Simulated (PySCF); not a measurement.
Ge(H)(Br)2(OH), H2Br2GeO, SMILES [Br][GeH]([Br])[OH], singlet at its PBE0/def2-SVP optimised geometry (Å):

```
6

Ge    -0.3513    -1.0737     0.0000
O     -0.8634    -1.9177     1.4535
Br    -1.1736     1.0737     0.0000
Br    -1.1753    -2.1378    -1.8645
H      1.1736    -1.0737     0.0000
H     -1.8209    -1.9808     1.5541
```

Method: PBE0/def2-TZVP in PySCF. Cells within 0.4 Å of a nucleus heavier than hydrogen are left out (blank, or x).

Map of the electrostatic potential (hartree/e), clipped to [-0.08, 0.12] on the plane z = 0.0 Å:

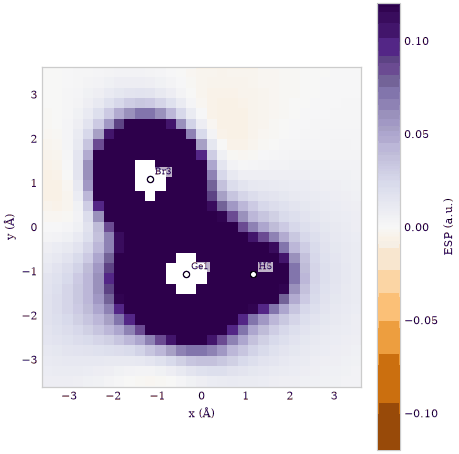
Figure. Electrostatic potential (hartree/e), clipped to [-0.08, 0.12] on the plane z = 0.0 Å.
